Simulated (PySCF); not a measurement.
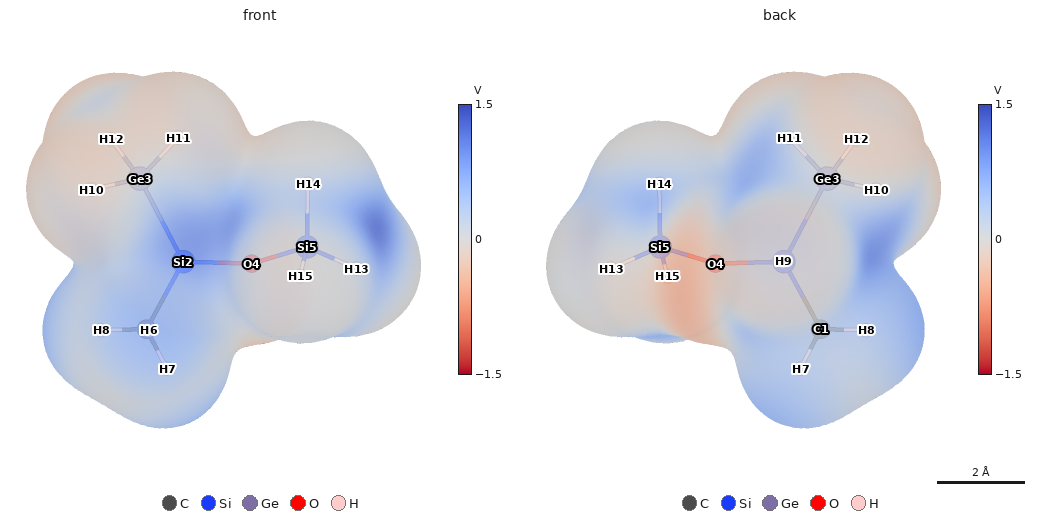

Figure. CH$_{10}$GeOSi$_{2}$. The molecular electrostatic potential painted on the density surface at 0.001 e/bohr³, seen from the front and from behind; the colour scale runs from red (negative) to blue (positive).

Geometry: GFN2-xTB.

Theory: wB97X-D/def2-SVPD, SCF density, gas phase (PySCF 2.14.0).

Input

```
{"job": {"kind": "uv", "xc": "wB97X-D", "basis": "def2-SVPD", "nstates": 8, "ntriplets": 3}, "charge": 0, "multiplicity": 1}
C     -1.868389    -1.075528     0.180265
Si    -0.473671    -0.205428    -0.768493
Ge    -0.467001     2.079003    -0.263895
O      0.944571    -0.877985    -0.354348
Si     2.319163    -0.946321     0.501102
H     -1.765474    -0.930666     1.253495
H     -1.874884    -2.144735    -0.008521
H     -2.836193    -0.679404    -0.114320
H     -0.554277    -0.459990    -2.209815
H     -1.510697     2.523570     0.723782
H      0.794237     2.648813     0.321349
H     -0.729076     2.991496    -1.428269
H      3.066776    -2.022896    -0.139556
H      2.987575     0.351636     0.396234
H      1.962927    -1.243575     1.889077
```

Command:

```sh
OMP_NUM_THREADS=1 python probes_run.py task.json out
```

Describe the electrostatic potential map.

The most negative region (about −0.5 V, or −12 kcal/mol for a unit charge) lies over O4, the most positive (about +1.1 V, or +25 kcal/mol for a unit charge) over Si5.

How polar is the molecule by this calculation?

Its dipole moment is 0.92 D.
